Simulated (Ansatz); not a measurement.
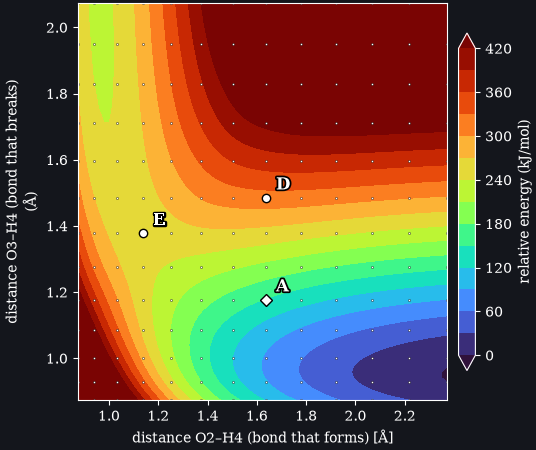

The reacting system GaH3O2 (fragments GaH₃O₂ where the first distance is long, GaHO + H₂O where the second is long). 
- The first coordinate is: distance O2–H4 (bond that forms); the second: distance O3–H4 (bond that breaks).
- Relaxed at each point: all other coordinates.
- Grid: 13 × 13 points.
- Points are written as (first, second).
- All energies are given in kJ/mol relative to the lowest grid point.
- The reference is spin-restricted, so regions where a bond is pulled apart into radicals lie too high.
- Method: RHF/def2-SVP (Ansatz).

Drawn: filled contours, dots at the grid points, one colour for all values above the top of the scale, lettered points. Between grid points the surface is interpolated.

What kind of point is each of A, D, E: minimum, saddle, maximum or slope?

Answer. A: on a slope; D: on a slope; E: saddle point. (In these two coordinates alone; a stationary point may lie a little off the grid point.)

Rank the lettered points by energy, lowest first.

Answer. A (148 kJ/mol), E (253 kJ/mol), D (318 kJ/mol).
